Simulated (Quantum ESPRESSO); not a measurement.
## Al2Cu: valence-band photoemission

Wanted: projected DOS of Al2Cu, weighted into photoemission and X-ray emission spectra, at several levels of theory.

Method: DFT, PBEsol, plane waves, ultrasoft GBRV pseudopotentials, scalar-relativistic, in the first sound run; inputs show where later runs differ, in Quantum ESPRESSO 7.5.

### Step 1. The structure

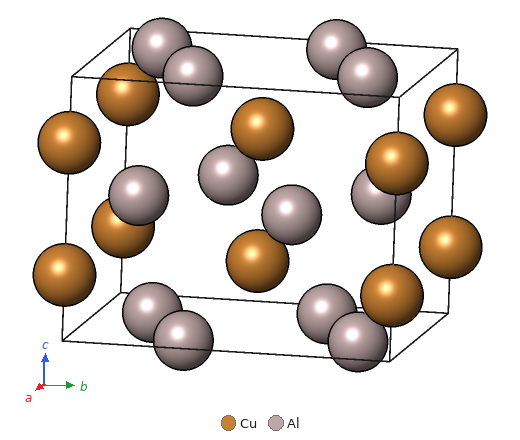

Start, viewed slightly off an axis; copper orange, aluminium light grey. This picture shows the conventional cell, with its axes. Some periodic images of atoms are drawn too.

### Step 2. The base run: self-consistent run

First the self-consistent run; potential, DOS and bands follow from it in later steps.

File scf.in:

```
&control
  calculation = 'scf'
  prefix = 'pes'
  outdir = './tmp'
  pseudo_dir = './pp'
  tprnfor = .true.
  tstress = .true.
/
&system
  ibrav = 0
  nat = 6
  ntyp = 2
  ecutwfc = 40.0
  ecutrho = 200.0
  occupations = 'smearing'
  nbnd = 41
  smearing = 'fd'
  degauss = 0.00367
/
&electrons
  conv_thr = 3.6e-08
  mixing_beta = 0.5
  electron_maxstep = 120
/
ATOMIC_SPECIES
Cu 63.5460 cu_pbesol_v1.2.uspp.F.UPF
Al 26.9815 al_pbesol_v1.uspp.F.UPF
CELL_PARAMETERS angstrom
 -3.033500000 3.033500000 2.438500000
 3.033500000 -3.033500000 2.438500000
 3.033500000 3.033500000 -2.438500000
ATOMIC_POSITIONS crystal
Cu 0.250000000 0.250000000 0.000000000
Cu 0.750000000 0.750000000 0.000000000
Al 0.341900000 0.158100000 0.500000000
Al 0.841900000 0.341900000 0.183800000
Al 0.658100000 0.841900000 0.500000000
Al 0.158100000 0.658100000 0.816200000
K_POINTS automatic
10 10 10 0 0 0
```

The run is started by

```sh
$ OMP_NUM_THREADS=1 mpirun -n 4 pw.x -nk 4 -in scf.in > scf.out
```

The log of the run:

```text
Program PWSCF v.7.5 starts

     This program is part of the open-source Quantum ESPRESSO suite
     for quantum simulation of materials; please cite
         "P. Giannozzi et al., J. Phys.:Condens. Matter 21 395502 (2009);
         "P. Giannozzi et al., J. Phys.:Condens. Matter 29 465901 (2017);
         "P. Giannozzi et al., J. Chem. Phys. 152 154105 (2020);
          URL
     in publications or presentations arising from this work. More details at

     Parallel version (MPI & OpenMP), running on       4 processor cores
     Number of MPI processes:                 4
     Threads/MPI process:                     1

     MPI processes distributed on     1 nodes
     236372 MiB available memory on the printing compute node when the environment starts

     Current dimensions of program PWSCF are:
     Max number of different atomic species (ntypx) = 10
     Max number of k-points (npk) =  40000
     Max angular momentum in pseudopotentials (lmaxx) =  4
     Message from routine setup:
     using ibrav=0 with symmetry is DISCOURAGED, use correct ibrav instead

     K-points division:     npool     =       4
     Subspace diagonalization in iterative solution of the eigenvalue problem:
     a serial algorithm will be used

     G-vector sticks info
     --------------------
     sticks:   dense  smooth     PW     G-vecs:    dense   smooth      PW
     Sum        1177     951    313                28845    20695    4047

     Using Slab Decomposition

     bravais-lattice index     =            0
     lattice parameter (alat)  =       9.3251  a.u.
     unit-cell volume          =     605.7136 (a.u.)^3
     number of atoms/cell      =            6
     number of atomic types    =            2
     number of electrons       =        50.00
     number of Kohn-Sham states=           41
     kinetic-energy cutoff     =      40.0000  Ry
     charge density cutoff     =     200.0000  Ry
     scf convergence threshold =      3.6E-08
     mixing beta               =       0.5000
     number of iterations used =            8  plain     mixing
     Exchange-correlation= SLA  PW   PSX  PSC
                           (   1   4  10   8   0   0   0)

     celldm(1)=   9.325090  celldm(2)=   0.000000  celldm(3)=   0.000000
     celldm(4)=   0.000000  celldm(5)=   0.000000  celldm(6)=   0.000000

     crystal axes: (cart. coord. in units of alat)
               a(1) = (  -0.614738   0.614738   0.494161 )
               a(2) = (   0.614738  -0.614738   0.494161 )
               a(3) = (   0.614738   0.614738  -0.494161 )

     reciprocal axes: (cart. coord. in units 2 pi/alat)
               b(1) = (  0.000000  0.813355  1.011816 )
               b(2) = (  0.813355  0.000000  1.011816 )
               b(3) = (  0.813355  0.813355  0.000000 )

     PseudoPot. # 1 for Cu read from file:
     ./pp/cu_pbesol_v1.2.uspp.F.UPF
     Pseudo is Ultrasoft + core correction, Zval = 19.0
     Generated by new atomic code, or converted to UPF format
     Using radial grid of  867 points,  6 beta functions with:
                l(1) =   0
                l(2) =   0
                l(3) =   1
                l(4) =   1
                l(5) =   2
                l(6) =   2
     Q(r) pseudized with  8 coefficients,  rinner =    1.150   1.150   1.150
                                                       1.150   1.150

     PseudoPot. # 2 for Al read from file:
     ./pp/al_pbesol_v1.uspp.F.UPF
     Pseudo is Ultrasoft + core correction, Zval =  3.0
     Generated by new atomic code, or converted to UPF format
     Using radial grid of  893 points,  3 beta functions with:
                l(1) =   0
                l(2) =   1
                l(3) =   2
     Q(r) pseudized with  8 coefficients,  rinner =    0.900   0.900   0.900
                                                       0.900   0.900

     atomic species   valence    mass     pseudopotential
     Cu               19.00    63.54600     Cu( 1.00)
     Al                3.00    26.98150     Al( 1.00)

     16 Sym. Ops., with inversion, found ( 8 have fractional translation)

   Cartesian axes

     site n.     atom                  positions (alat units)
         1        Cu     tau(   1) = (   0.0000000   0.0000000   0.2470806  )
         2        Cu     tau(   2) = (  -0.0000000  -0.0000000   0.7412417  )
         3        Al     tau(   3) = (   0.1943800   0.4203576  -0.0000000  )
         4        Al     tau(   4) = (  -0.1943800   0.4203576   0.4941611  )
         5        Al     tau(   5) = (   0.4203576   0.1943800   0.4941611  )
         6        Al     tau(   6) = (   0.8091177   0.1943800  -0.0000000  )

     number of k points=   102  Fermi-Dirac smearing, width (Ry)=  0.0037

     Number of k-points >= 100: set verbosity='high' to print them.

     Dense  grid:    28845 G-vectors     FFT dimensions: (  48,  48,  45)

     Smooth grid:    20695 G-vectors     FFT dimensions: (  40,  40,  40)

     Estimated max dynamical RAM per process >      91.04 MB

     Estimated total dynamical RAM >     343.04 MB

     Initial potential from superposition of free atoms

     starting charge      47.9906, renormalised to      50.0000
     Starting wfcs are   42 randomized atomic wfcs

     total cpu time spent up to now is        3.2 secs

     per-process dynamical memory:    73.9 Mb

     Self-consistent Calculation

     iteration #  1     ecut=    40.00 Ry     beta= 0.50
     Davidson diagonalization with overlap
     ethr =  1.00E-02,  avg # of iterations =  6.0

     total cpu time spent up to now is       14.1 secs

     total energy              =    -824.72239479 Ry
     estimated scf accuracy    <      14.63250390 Ry

     iteration #  2     ecut=    40.00 Ry     beta= 0.50
     Davidson diagonalization with overlap
     ethr =  1.00E-02,  avg # of iterations =  3.0

     total cpu time spent up to now is       20.1 secs

     total energy              =    -832.56309310 Ry
     estimated scf accuracy    <      27.55678158 Ry

     iteration #  3     ecut=    40.00 Ry     beta= 0.50
     Davidson diagonalization with overlap
     ethr =  1.00E-02,  avg # of iterations =  2.0

     total cpu time spent up to now is       25.0 secs

     total energy              =    -833.52338632 Ry
     estimated scf accuracy    <       4.23515187 Ry

     iteration #  4     ecut=    40.00 Ry     beta= 0.50
     Davidson diagonalization with overlap
     ethr =  8.47E-03,  avg # of iterations =  1.4

     total cpu time spent up to now is       29.0 secs

     total energy              =    -833.91232818 Ry
     estimated scf accuracy    <       0.55618292 Ry

     iteration #  5     ecut=    40.00 Ry     beta= 0.50
     Davidson diagonalization with overlap
     ethr =  1.11E-03,  avg # of iterations =  1.6

     total cpu time spent up to now is       33.2 secs

     total energy              =    -833.68709321 Ry
     estimated scf accuracy    <       0.96528009 Ry

     iteration #  6     ecut=    40.00 Ry     beta= 0.50
     Davidson diagonalization with overlap
     ethr =  1.11E-03,  avg # of iterations =  1.5

     total cpu time spent up to now is       37.3 secs

     total energy              =    -833.72562338 Ry
     estimated scf accuracy    <       0.08756133 Ry

     iteration #  7     ecut=    40.00 Ry     beta= 0.50
     Davidson diagonalization with overlap
     ethr =  1.75E-04,  avg # of iterations =  4.3

     total cpu time spent up to now is       42.7 secs

     total energy              =    -833.75629425 Ry
     estimated scf accuracy    <       0.07467803 Ry

     iteration #  8     ecut=    40.00 Ry     beta= 0.50
     Davidson diagonalization with overlap
     ethr =  1.49E-04,  avg # of iterations =  1.1

     total cpu time spent up to now is       46.6 secs

     total energy              =    -833.74635578 Ry
     estimated scf accuracy    <       0.02865250 Ry

     iteration #  9     ecut=    40.00 Ry     beta= 0.50
     Davidson diagonalization with overlap
     ethr =  5.73E-05,  avg # of iterations =  2.2

     total cpu time spent up to now is       50.9 secs

     total energy              =    -833.75307746 Ry
     estimated scf accuracy    <       0.00936157 Ry

     iteration # 10     ecut=    40.00 Ry     beta= 0.50
     Davidson diagonalization with overlap
     ethr =  1.87E-05,  avg # of iterations =  2.0

     total cpu time spent up to now is       55.3 secs

     total energy              =    -833.75343772 Ry
     estimated scf accuracy    <       0.00164118 Ry

     iteration # 11     ecut=    40.00 Ry     beta= 0.50
     Davidson diagonalization with overlap
     ethr =  3.28E-06,  avg # of iterations =  4.0

     total cpu time spent up to now is       60.0 secs

     total energy              =    -833.75345279 Ry
     estimated scf accuracy    <       0.00041226 Ry

     iteration # 12     ecut=    40.00 Ry     beta= 0.50
     Davidson diagonalization with overlap
     ethr =  8.25E-07,  avg # of iterations =  1.4

     total cpu time spent up to now is       64.0 secs

     total energy              =    -833.75344407 Ry
     estimated scf accuracy    <       0.00013732 Ry

     iteration # 13     ecut=    40.00 Ry     beta= 0.50
     Davidson diagonalization with overlap
     ethr =  2.75E-07,  avg # of iterations =  1.1

     total cpu time spent up to now is       67.8 secs

     total energy              =    -833.75344370 Ry
     estimated scf accuracy    <       0.00002382 Ry

     iteration # 14     ecut=    40.00 Ry     beta= 0.50
     Davidson diagonalization with overlap
     ethr =  4.76E-08,  avg # of iterations =  2.0

     total cpu time spent up to now is       72.1 secs

     total energy              =    -833.75344674 Ry
     estimated scf accuracy    <       0.00000032 Ry

     iteration # 15     ecut=    40.00 Ry     beta= 0.50
     Davidson diagonalization with overlap
     ethr =  6.44E-10,  avg # of iterations =  2.5

     total cpu time spent up to now is       76.8 secs

     total energy              =    -833.75344673 Ry
     estimated scf accuracy    <       0.00000017 Ry

     iteration # 16     ecut=    40.00 Ry     beta= 0.50
     Davidson diagonalization with overlap
     ethr =  3.31E-10,  avg # of iterations =  2.0

     total cpu time spent up to now is       81.3 secs

     End of self-consistent calculation

     Number of k-points >= 100: set verbosity='high' to print the bands.

     the Fermi energy is     9.9854 ev

!    total energy              =    -833.75344674 Ry
     estimated scf accuracy    <          6.7E-09 Ry
     smearing contrib. (-TS)   =      -0.00117249 Ry
     internal energy E=F+TS    =    -833.75227425 Ry

     The total energy is F=E-TS. E is the sum of the following terms:
     one-electron contribution =    -849.10399717 Ry
     hartree contribution      =     444.31319104 Ry
     xc contribution           =     -93.73730661 Ry
     ewald contribution        =    -335.22416152 Ry

     convergence has been achieved in  16 iterations

     Forces acting on atoms (cartesian axes, Ry/au):

     atom    1 type  1   force =     0.00000000    0.00000000    0.00000000
     atom    2 type  1   force =     0.00000000    0.00000000    0.00000000
     atom    3 type  2   force =     0.00241031   -0.00241031   -0.00000000
     atom    4 type  2   force =    -0.00241031   -0.00241031   -0.00000000
     atom    5 type  2   force =    -0.00241031    0.00241031    0.00000000
     atom    6 type  2   force =     0.00241031    0.00241031    0.00000000

     Total force =     0.006817     Total SCF correction =     0.000021

     Computing stress (Cartesian axis) and pressure

          total   stress  (Ry/bohr**3)                   (kbar)     P=      -35.80
  -0.00024274   0.00000000   0.00000000          -35.71        0.00        0.00
   0.00000000  -0.00024274   0.00000000            0.00      -35.71        0.00
   0.00000000   0.00000000  -0.00024469            0.00        0.00      -36.00

     XML data file, charge density, pseudopotentials, collected wavefunctions

     Called by init_run:

     Called by electrons:

     Called by c_bands:

     Called by *egterg:

     Called by h_psi:
                                        0.00s GPU  (    1441 calls)

     General routines

     Parallel routines

=------------------------------------------------------------------------------=
   JOB DONE.
=------------------------------------------------------------------------------=
```

Elapsed: 85 s, on 4 MPI ranks of Intel Xeon Platinum 8488C (Sapphire Rapids), shared host.

Numbers from this step:

```yaml
free_energy: -11343.7935 eV
fermi_energy: 9.985 eV
pressure: -3.580 GPa
```

The run ends at a pressure of -3.58 GPa, with forces up to 0.088 eV/Å.

(Continued in part 2 of 14.)

[Logs are printed without paths, hosts, clocks, repeated set-up lines and the standing remarks that a program may print on its own settings, such as how far it seeks lower states.]

[Hosts, paths, dates, database ids (printed as entryN), source tags and the programs' standing remarks are cut or masked in the printed files.]

[Maps of the electrostatic potential energy from Ansatz leave out the sawtooth potential of an applied field or a dipole correction, so their vacuum need not be flat; work functions include it.]

[Peak lists hold at most the 14 tallest peaks of each spectrum; further lines can be left out.]
